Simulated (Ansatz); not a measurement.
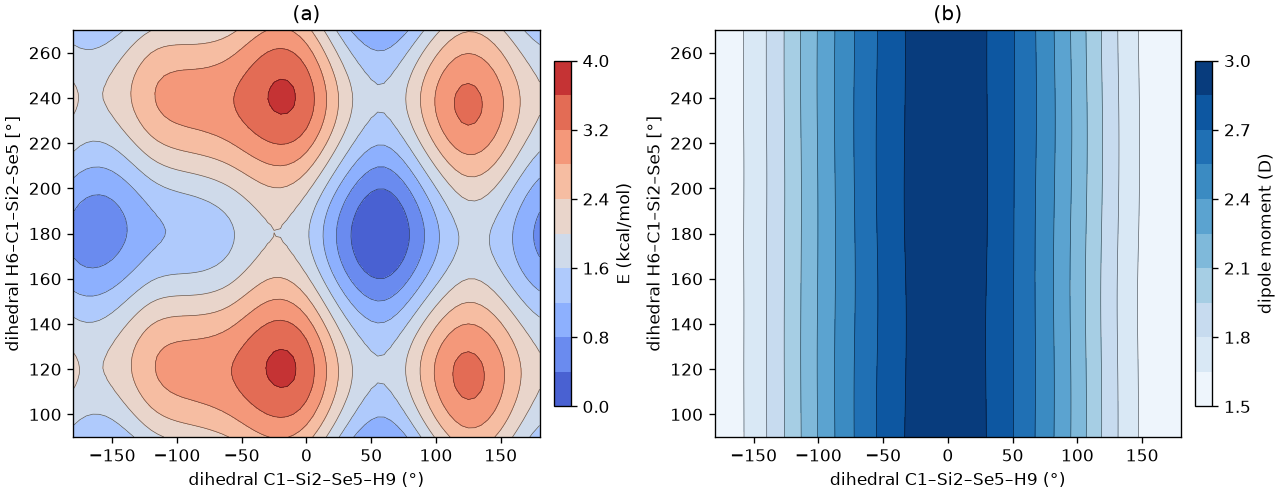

CH₄ClFSeSi, SMILES C[Si](F)(Cl)[SeH]. First axis: dihedral C1–Si2–Se5–H9. Second axis: dihedral H6–C1–Si2–Se5. Nothing is relaxed (all other coordinates rigid). The grid has 12 × 13 points. Energies are in kcal/mol, from the lowest grid point. Method: RHF/def2-SVP in Ansatz.

Panel (a) is the energy and panel (b) the computed dipole moment on the same grid.

In the figure: filled contours. Between grid points the surface is interpolated.

How does the dipole moment vary over the map, and what is it at the lowest grid point?

Answer. Leaving out the highest fifth of the energies, it runs from 1.55 D at dihedral C1–Si2–Se5–H9 = −180°, dihedral H6–C1–Si2–Se5 = 150° to 2.95 D at dihedral C1–Si2–Se5–H9 = 0°, dihedral H6–C1–Si2–Se5 = 210°. At the lowest grid point, dihedral C1–Si2–Se5–H9 = 60°, dihedral H6–C1–Si2–Se5 = 180°, it is 2.62 D.

| dihedral H6–C1–Si2–Se5 ↓, dihedral C1–Si2–Se5–H9 → | −180 | −150 | −120 | −90 | −60 | −30 | 0 | 30 | 60 | 90 | 120 | 150 |
| --- | --- | --- | --- | --- | --- | --- | --- | --- | --- | --- | --- | --- |
| 270 | 1.55 | 1.71 | 2.03 | 2.37 | 2.65 | 2.87 | 2.95 | 2.85 | 2.62 | 2.31 | 1.93 | 1.63 |
| 255 | 1.55 | 1.71 | 2.03 | 2.37 | 2.66 | 2.87 | 2.95 | 2.85 | 2.63 | 2.31 | 1.93 | 1.63 |
| 240 | 1.56 | 1.71 | 2.02 | 2.37 | 2.66 | 2.87 | 2.95 | 2.85 | 2.63 | 2.32 | 1.94 | 1.63 |
| 225 | 1.56 | 1.71 | 2.02 | 2.37 | 2.66 | 2.87 | 2.95 | 2.85 | 2.63 | 2.32 | 1.94 | 1.63 |
| 210 | 1.55 | 1.71 | 2.02 | 2.37 | 2.66 | 2.87 | 2.95 | 2.85 | 2.62 | 2.32 | 1.94 | 1.63 |
| 195 | 1.55 | 1.71 | 2.02 | 2.37 | 2.66 | 2.87 | 2.95 | 2.85 | 2.62 | 2.31 | 1.94 | 1.63 |
| 180 | 1.55 | 1.71 | 2.02 | 2.37 | 2.66 | 2.87 | 2.95 | 2.85 | 2.62 | 2.31 | 1.93 | 1.63 |
| 165 | 1.55 | 1.71 | 2.02 | 2.37 | 2.65 | 2.87 | 2.95 | 2.85 | 2.62 | 2.30 | 1.93 | 1.63 |
| 150 | 1.55 | 1.71 | 2.02 | 2.37 | 2.65 | 2.86 | 2.95 | 2.85 | 2.62 | 2.30 | 1.93 | 1.62 |
| 135 | 1.55 | 1.71 | 2.02 | 2.37 | 2.65 | 2.86 | 2.95 | 2.85 | 2.62 | 2.31 | 1.93 | 1.62 |
| 120 | 1.55 | 1.71 | 2.02 | 2.37 | 2.66 | 2.86 | 2.95 | 2.85 | 2.62 | 2.31 | 1.93 | 1.63 |
| 105 | 1.55 | 1.71 | 2.02 | 2.37 | 2.66 | 2.87 | 2.95 | 2.85 | 2.62 | 2.31 | 1.93 | 1.63 |
| 90 | 1.55 | 1.71 | 2.02 | 2.37 | 2.66 | 2.87 | 2.95 | 2.85 | 2.62 | 2.31 | 1.93 | 1.63 |
